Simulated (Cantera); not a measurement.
Feed: 1 mol Si, 0.66 mol HCl, 8 mol H₂, 1.8 mol Cl₂, at 1525 K.

Method: chemical equilibrium by Gibbs-energy minimisation in Cantera with the NASA 1993 tables (ideal gas, pure condensed phases). Candidate condensed phases: Si; 19 gas species. The tables' values for SiCl₃ are old estimates; treat these amounts as uncertain. Equilibrium is a limit: real reactors are often held back by kinetics, nucleation or transport.

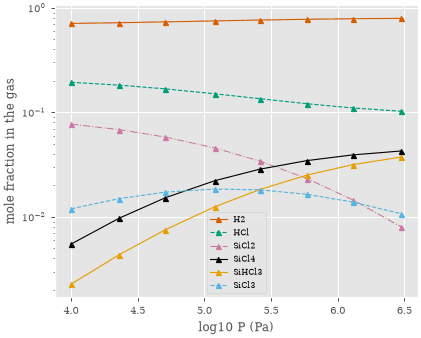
Figure: Equilibrium gas composition (values under 1e-9 drawn at 1e-9)

**Question.** Read off the mole fractions at 0.100 bar.

**Answer.** H₂ about 0.71, HCl about 0.19, SiCl₂ about 0.077, SiCl₃ about 0.012, SiCl₄ about 0.0055, SiHCl₃ about 0.0023.
